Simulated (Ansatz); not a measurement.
The calculation's input:

```
crystal:
  periodic: [false, false, false]
  atoms:
    - {symbol: Ge, position_ang: [0.068286, -0.924079, 1.072745]}
    - {symbol: H, position_ang: [0.284517, -0.512220, 2.550112]}
    - {symbol: H, position_ang: [-0.059673, -2.457987, 0.900513]}
    - {symbol: Ge, position_ang: [-1.249635, 0.546945, -0.385549]}
    - {symbol: H, position_ang: [-2.178457, -0.094883, -1.445903]}
    - {symbol: H, position_ang: [-1.842140, 1.849584, 0.206908]}
    - {symbol: Ge, position_ang: [1.181118, 0.376970, -0.687076]}
    - {symbol: H, position_ang: [1.726563, -0.362292, -1.934085]}
    - {symbol: H, position_ang: [2.069411, 1.577980, -0.277676]}
basis:
  gaussian: {orbitals: def2-TZVP, initial_orbitals: start.molden}
hamiltonian: {xc: pbe0, dispersion: d4}
scf: {omitted_lower_state_checks: [starts]}
output: {orbitals: {seedname: orbitals}}
```

Run with:

```sh
ansatz run in.yaml --threads 4 --pin off --events-out ev --progress --plain --max-ram 3916MiB
```

Geometry: PBE-D4/def2-SVP.

These are results of RKS PBE0-D4/def2-TZVP (Ansatz 0.2.0), not measurements.

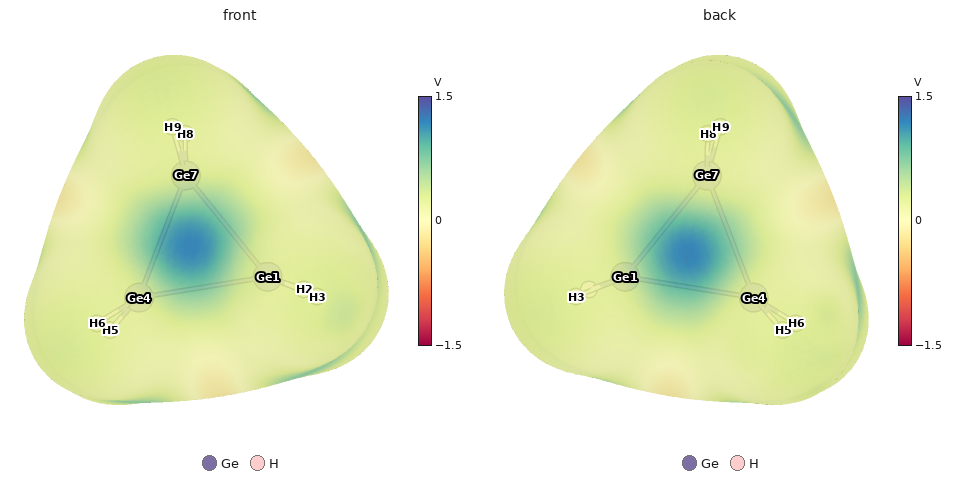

Ge3H6. The electrostatic potential painted on the density surface at 0.002 e/bohr³, seen from the front and from behind; red is negative and blue positive.

> Describe the electrostatic potential map.

The most negative region (about −0.1 V) lies over H8, the most positive (about +1.2 V, or +28 kcal/mol for a unit charge) over Ge1, Ge4 and Ge7.
